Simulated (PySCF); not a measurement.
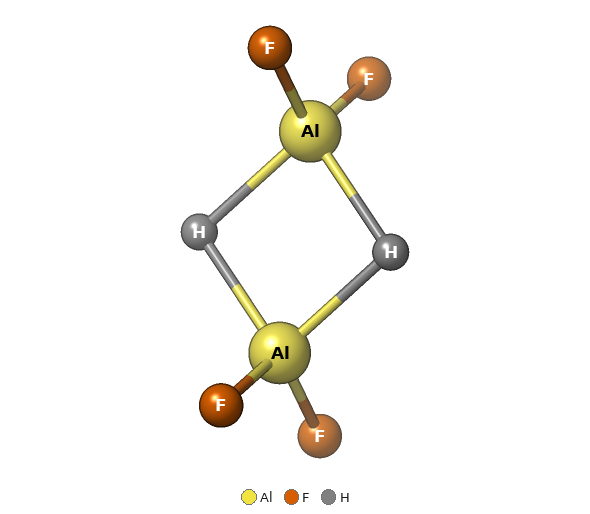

Depth is shown by fading: the farther an atom, the more it takes the colour of the background. The geometry was computed by an optimisation with PBE0-D3(BJ)/def2-SVP. No frequency run is at hand to confirm it as a minimum.

Which symmetry elements does this geometry have?

Answer. It has 3 C2 axes, 3 mirror planes and a centre of inversion, so the point group is D2h. The group has 8 operations. The geometry is achiral, and symmetry forbids a dipole moment.
